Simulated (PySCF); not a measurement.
# One shape, several levels: C2H3FO (acetyl fluoride)

We compute a comparison of 6 runs (HF/3-21G, HF/def2-SVP, B2PLYP/6-31G*, B3LYP/6-31G*, CAM-B3LYP/6-31+G*) of C2H3FO (acetyl fluoride). Input form: a Python script.

The calculation is run with PySCF 2.14.0.

### 1 The structure to begin with

C2H3FO: 7 atoms, total charge 0, spin state singlet. As SMILES, `CC(=O)F`. The shape is that of a PBE0-D4/def2-TZVP optimisation.

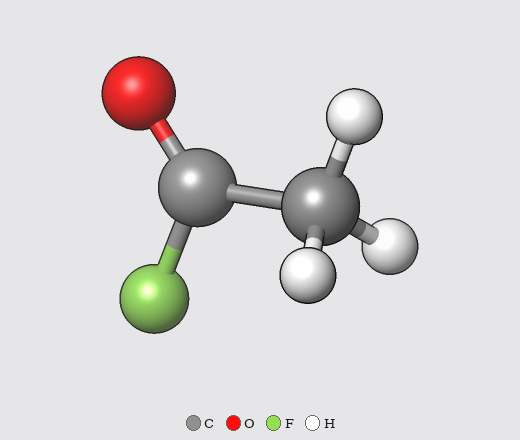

Viewed from a chosen angle; carbon grey, oxygen red, fluorine green, hydrogen white.

### 2 Energy and forces at HF/3-21G (run 1)

input.py reads:

```python
# CC(=O)F
import pyscf.grad
from pyscf import gto

system = gto.M(
    atom=[
    ('C', (0.485310, 0.015050, 0.443640)),
    ('C', (-0.694890, -0.034350, -0.460580)),
    ('O', (-1.835410, -0.165690, -0.191770)),
    ('F', (-0.310690, 0.097630, -1.749400)),
    ('H', (0.165320, -0.091900, 1.476660)),
    ('H', (1.180650, -0.783140, 0.176830)),
    ('H', (1.009710, 0.962410, 0.304610)),
],
    spin=0,
    basis='3-21g',
    max_memory=1860,
    verbose=3,
)

mf = system.RHF()
mf.conv_tol = 1e-10
mf.kernel()
if not mf.converged:
    mf = mf.newton().run(mf.mo_coeff, mf.mo_occ)

e_final = mf.e_tot
print('Final energy', e_final)
grad = mf.Gradients().kernel()
dip = mf.dip_moment()
pop, q = mf.mulliken_pop()
```

Command:

```
$ OMP_NUM_THREADS=1 python input.py
```

What it wrote:

```text
converged SCF energy = -250.406297979491
Final energy -250.4062979794914
--------------- RHF gradients ---------------
         x                y                z
0 C    -0.0075678927    -0.0004124343    -0.0045219333
1 C    -0.0055513961    -0.0002002050    -0.0048155999
2 O     0.0103328739     0.0010889537    -0.0010139629
3 F    -0.0016954686    -0.0006523939     0.0066758313
4 H    -0.0022061879    -0.0007211968     0.0069123867
5 H     0.0037964612    -0.0042004787    -0.0019592590
6 H     0.0028916102     0.0050977550    -0.0012774630
----------------------------------------------
Dipole moment(X, Y, Z, Debye):  2.84295,  0.16236,  1.58463
 ** Mulliken pop  **
pop of  0 C 1s            1.98843
pop of  0 C 2s            0.35546
pop of  0 C 3s            1.16652
pop of  0 C 2px           0.54811
pop of  0 C 2py           0.56014
pop of  0 C 2pz           0.56037
pop of  0 C 3px           0.43945
pop of  0 C 3py           0.60890
pop of  0 C 3pz           0.49631
pop of  1 C 1s            1.98687
pop of  1 C 2s            0.44490
pop of  1 C 3s            0.51592
pop of  1 C 2px           0.66893
pop of  1 C 2py           0.36198
pop of  1 C 2pz           0.46961
pop of  1 C 3px           0.09645
pop of  1 C 3py           0.40804
pop of  1 C 3pz           0.17117
pop of  2 O 1s            1.98732
pop of  2 O 2s            0.43162
pop of  2 O 3s            1.54487
pop of  2 O 2px           0.69350
pop of  2 O 2py           0.56702
pop of  2 O 2pz           0.82661
pop of  2 O 3px           0.75164
pop of  2 O 3py           0.78187
pop of  2 O 3pz           0.96117
pop of  3 F 1s            1.98541
pop of  3 F 2s            0.44572
pop of  3 F 3s            1.56265
pop of  3 F 2px           0.88537
pop of  3 F 2py           0.87149
pop of  3 F 2pz           0.69887
pop of  3 F 3px           1.01354
pop of  3 F 3py           1.02998
pop of  3 F 3pz           0.90410
pop of  4 H 1s            0.46206
pop of  4 H 2s            0.27791
pop of  5 H 1s            0.45670
pop of  5 H 2s            0.27815
pop of  6 H 1s            0.45670
pop of  6 H 2s            0.27815
 ** Mulliken atomic charges  **
charge of    0C =     -0.72370
charge of    1C =      0.87613
charge of    2O =     -0.54562
charge of    3F =     -0.39714
charge of    4H =      0.26004
charge of    5H =      0.26515
charge of    6H =      0.26515
```

Run time: 1.1 s. Hardware: 1 thread of Arm Neoverse V1, shared host; peak memory 0.12 GiB.

### 3 Energy and forces at HF/def2-SVP (run 2)

input.xyz reads:

```xyz
7
C2H3FO
C      0.485310     0.015050     0.443640
C     -0.694890    -0.034350    -0.460580
O     -1.835410    -0.165690    -0.191770
F     -0.310690     0.097630    -1.749400
H      0.165320    -0.091900     1.476660
H      1.180650    -0.783140     0.176830
H      1.009710     0.962410     0.304610
```

calc.py reads:

```python
import pyscf.grad
from pyscf import gto, scf

mol = gto.M(
    atom='input.xyz',
    verbose=4,
    basis='def2-svp',
    max_memory=1860,
    spin=0,
)

hf = scf.RHF(mol)
hf.conv_tol = 1e-10
hf.kernel()
if not hf.converged:
    hf = hf.newton().run(hf.mo_coeff, hf.mo_occ)

e_tot = hf.e_tot
print(f'total energy: {e_tot:.8f} hartree')
grad = hf.Gradients().kernel()
dip = hf.dip_moment()
pop, q = hf.mulliken_pop()
```

Command:

```
$ OMP_NUM_THREADS=1 python calc.py
```

What it wrote:

```text
PySCF version 2.14.0

[... 63 lines left out ...]
converged SCF energy = -251.602174691625
total energy: -251.60217469 hartree
[... 13 lines left out ...]
Dipole moment(X, Y, Z, Debye):  2.88468,  0.17177,  1.51182
[... 79 lines left out ...]
charge of    6H =      0.08345
```

It took 2.9 s on 1 thread of Arm Neoverse V1, shared host; peak memory 0.14 GiB.

### 4 The energy at B2PLYP/6-31G(d) (spherical functions) (run 3)

input.py reads:

```python
from pyscf import gto, dft, mp

mol = gto.M(
    atom='''
C    0.485310   0.015050   0.443640
C   -0.694890  -0.034350  -0.460580
O   -1.835410  -0.165690  -0.191770
F   -0.310690   0.097630  -1.749400
H    0.165320  -0.091900   1.476660
H    1.180650  -0.783140   0.176830
H    1.009710   0.962410   0.304610
''',
    verbose=4,
    max_memory=1860,
    basis='6-31g*',
    charge=0,
    spin=0,
)

mf = dft.RKS(mol, xc='0.53*HF + 0.47*B88, 0.73*LYP')
mf.grids.level = 5
mf.conv_tol = 1e-10
mf.kernel()
if not mf.converged:
    mf = mf.newton().run(mf.mo_coeff, mf.mo_occ)

pt = mp.MP2(mf, frozen=4).run()
etot = mf.e_tot + 0.27 * pt.e_corr
print('PT2 part  %.8f' % (0.27 * pt.e_corr))
print(f'total energy: {etot:.8f} hartree')
dip = mf.dip_moment()
pop, q = mf.mulliken_pop()
```

Command:

```
$ OMP_NUM_THREADS=1 python input.py
```

What it wrote:

```text
PySCF version 2.14.0

[... 79 lines left out ...]
converged SCF energy = -252.658946907872
[... 9 lines left out ...]
total energy: -252.85550061 hartree
Dipole moment(X, Y, Z, Debye):  2.66145,  0.16879,  1.25401
[... 70 lines left out ...]
charge of    6H =      0.20720
```

Wall time 11 s (1 thread of Arm Neoverse V1, shared host); peak memory 0.33 GiB.

Runs 4 to 5 aren't shown in full; the table further down has their settings and results.

### 5 Energy and forces at CAM-B3LYP/6-31+G(d) (spherical functions) (run 6)

calc.py reads:

```python
import pyscf.grad
from pyscf import gto, dft

mol = gto.M(
    atom='''
C    0.485310   0.015050   0.443640
C   -0.694890  -0.034350  -0.460580
O   -1.835410  -0.165690  -0.191770
F   -0.310690   0.097630  -1.749400
H    0.165320  -0.091900   1.476660
H    1.180650  -0.783140   0.176830
H    1.009710   0.962410   0.304610
''',
    verbose=4,
    basis='6-31+g*',
    max_memory=1860,
)

mf = dft.RKS(mol)
mf.xc = 'cam-b3lyp'
mf.grids.level = 5
mf.conv_tol = 1e-10
mf.kernel()
if not mf.converged:
    mf = mf.newton().run(mf.mo_coeff, mf.mo_occ)

energy = mf.e_tot
print('E(%s) = %.9f' % ('CAM-B3LYP', energy))
grad = mf.Gradients().kernel()
mf.analyze()
```

Command:

```
$ OMP_NUM_THREADS=1 python calc.py
```

What it wrote:

```text
PySCF version 2.14.0

[... 97 lines left out ...]
Two-electron Energy =                  210.663679848388341
[... 11 lines left out ...]
MO #8   energy= -0.698815152197378 occ= 2
[... 9 lines left out ...]
MO #18  energy= 0.0282224365389959 occ= 0
[... 9 lines left out ...]
MO #28  energy= 0.245876171049948  occ= 0
[... 9 lines left out ...]
MO #38  energy= 0.422665317894796  occ= 0
[... 9 lines left out ...]
MO #48  energy= 1.10501967991743   occ= 0
[... 9 lines left out ...]
MO #58  energy= 1.68545190894932   occ= 0
[... 9 lines left out ...]
MO #68  energy= 2.14612075043217   occ= 0
[... 9 lines left out ...]
MO #78  energy= 3.25137650251996   occ= 0
[... 88 lines left out ...]
Dipole moment(X, Y, Z, Debye):  2.75834,  0.16306,  1.46202
```

Wall time 31 s (1 thread of Arm Neoverse V1, shared host); peak memory 0.77 GiB.

### 6 Overview of the runs

```tsv
run	level	task	frozen core orbitals	energy (Eh)	dipole moment (D)	HOMO energy (eV)	LUMO energy (eV)	wall time
1	HF/3-21G	gradient	–	-250.406298	3.26	-13.02	4.42	1.1 s
2	HF/def2-SVP	gradient	–	-251.602175	3.26	-13.38	4.23	2.9 s
3	B2PLYP/6-31G* (spherical functions)	energy	4	-252.855501	2.95	-10.33	1.68	11 s
4	B3LYP/6-31G* (spherical functions)	gradient	–	-253.087877	2.77	-8.29	-0.23	15 s
5	B3LYP/6-31G* (Cartesian functions)	gradient	–	-253.091714	2.77	-8.30	-0.23	16 s
6	CAM-B3LYP/6-31+G* (spherical functions)	gradient	–	-253.013939	3.13	-10.59	0.75	31 s
```

### 7 Results

| quantity | value |
| --- | --- |
| run 6: total energy | -253.01394 Eh |
| run 6: dipole moment | 3.13 D |
| run 6: HOMO energy | -10.59 eV |
| run 6: LUMO energy | 0.75 eV |
| run 6: HOMO–LUMO gap | 11.34 eV |
| run 6: largest force on an atom | 0.848 eV/Å |

**Reading.** The dipole moment (its size) runs from 2.77 D (B3LYP/6-31G*) to 3.26 D (HF/def2-SVP). The two ends differ in method and basis. The HOMO–LUMO gap runs from 8.06 eV (B3LYP/6-31G*) to 17.61 eV (HF/def2-SVP). Totals of different functionals can't be ranked against each other. All runs together took 77 s, the longest 31 s.
